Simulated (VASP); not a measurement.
Band structure of SrCl$_{2}$ (fluorite). Computed with LDA (Ceperley-Alder, Perdew-Zunger), VASP's LDA PAW potentials (set 64) (plane waves; VASP).

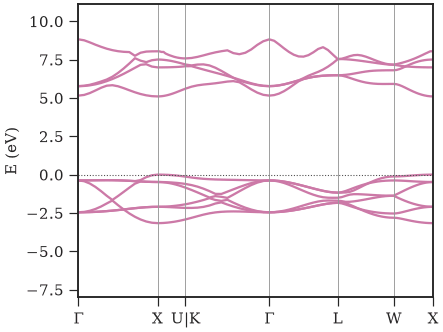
Figure. Bands along high-symmetry lines, zero at the valence-band maximum or, without a gap, the Fermi level

Task: Read the plot: is there a gap, and where are the band edges?

Result: The gap is direct, 5.10 eV, from the valence maximum at X to the conduction minimum at X. (Edges off the drawn lines would not show.)

Measured: gap 7.50 eV (computed value off by -2.40 eV), as given by Andrés Aguado et al., Journal of the Physical Society of Japan (1999), arXiv:cond-mat/9901145.

The compound is SrCl2 in the fluorite structure. It was relaxed first, which changed the volume by -7 %.
